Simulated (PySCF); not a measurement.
H4S4Si (Si(SH)4)

```xyz
9

Si    0.0098   -0.0021   -0.0062
S    -0.1801   -0.0414    2.1209
H     0.3373    1.1964    2.2962
S     1.9981   -0.0325   -0.7858
H     2.2394   -1.3053   -0.3954
S    -0.8436    1.8488   -0.6494
H    -0.4685    1.6888   -1.9393
S    -0.9248   -1.7889   -0.7123
H    -2.0348   -1.6333    0.0457
```

Geometry: PBE0-D3(BJ)/def2-SVP.

Level of theory: PBE0/pcSseg-1, SCF density, gas phase, non-relativistic in PySCF.

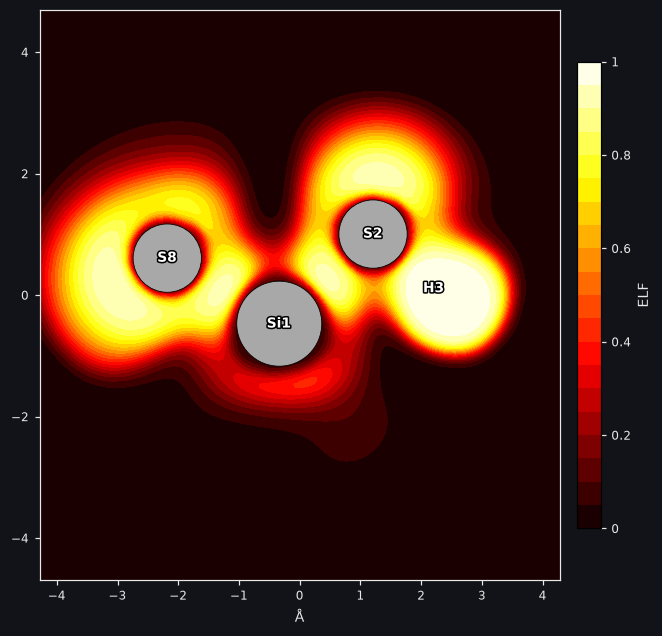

Figure 1. ELF on the plane of atoms S2, Si1 and S8. Grey discs cover the atomic cores.

### Read the bonding off the picture.

- Atoms in the plane: Si, S and H.
- Si–S (2.14 Å): the ELF peaks at about 0.90 between the atoms: a shared electron pair.
- S–H (1.35 Å): the ELF climbs to about 1 towards the hydrogen, as it does in any bond to H.
- The ELF also peaks beside S8 and S2, away from the bonds: lone-pair regions.

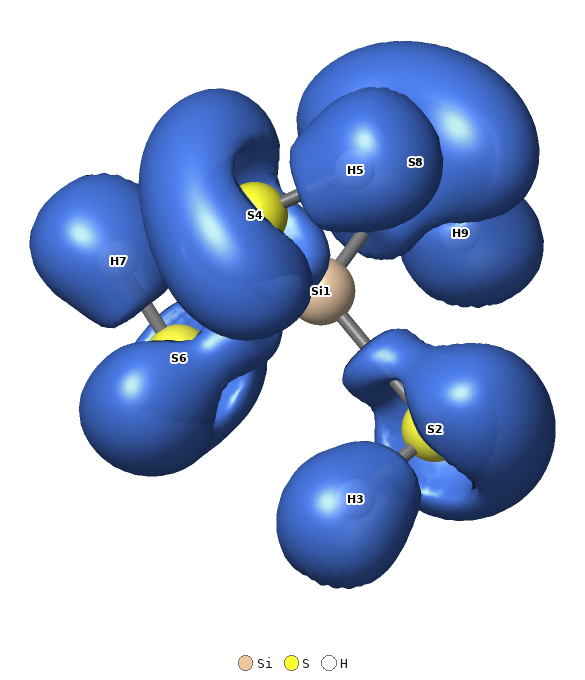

Figure 2. Isosurface of the ELF at 0.8 (blue), seen across its widest extent. Core shells and regions of very low density are left out.

### Where are the electrons localised?

At this value the surface marks out four regions around hydrogen nuclei and four regions on S in which the atom's valence shell and bonds are merged.

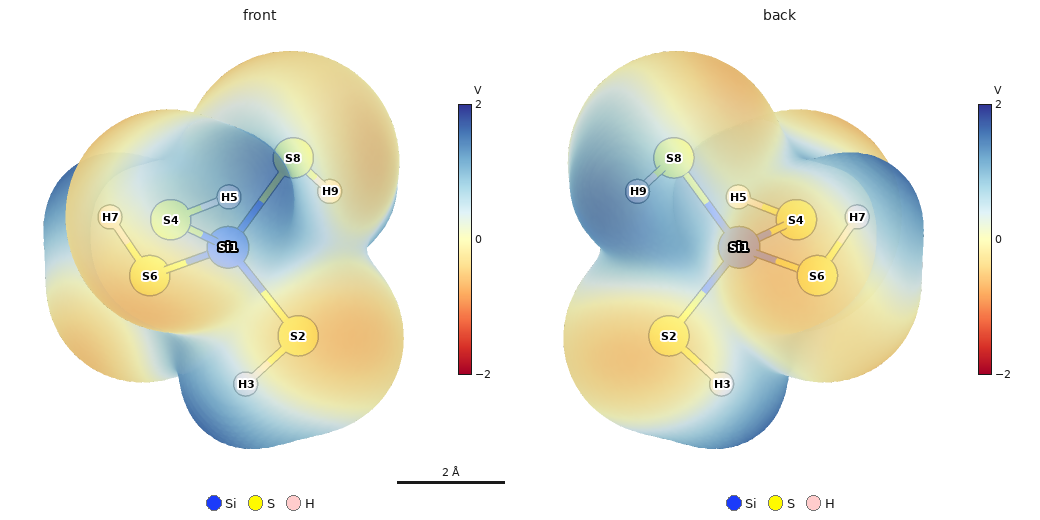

Figure 3. The electrostatic potential painted on the density surface at 0.002 e/bohr³, seen from the front and from behind; red is negative and blue positive.

### Which sites attract a positive test charge, and which a negative one?

A positive charge is drawn to the negative regions and a negative charge to the positive ones. The most negative region (about −0.6 V, or −14 kcal/mol for a unit charge) lies over S2, S4, S6 and S8, the most positive (about +1.6 V, or +37 kcal/mol for a unit charge) over H3, H5, H7 and H9.
